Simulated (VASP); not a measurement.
Band structure of WC (wc). Calculation: MS2 meta-GGA, VASP's PBE PAW potentials (set 64) (plane waves; VASP).

Unless said otherwise, spin-orbit coupling is left out, though it shifts the bands of the heavy elements here.

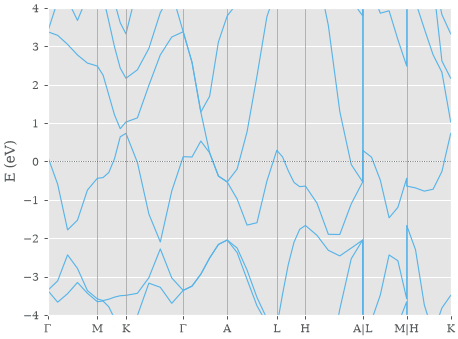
Fig. 1. Bands along high-symmetry lines, zero at the valence-band maximum or, without a gap, the Fermi level

Problem. Read the plot: is there a gap, and where are the band edges?

Solution. It has no gap at this level: it comes out as a metal or semimetal.

The compound is WC in the wc structure. It was relaxed first.
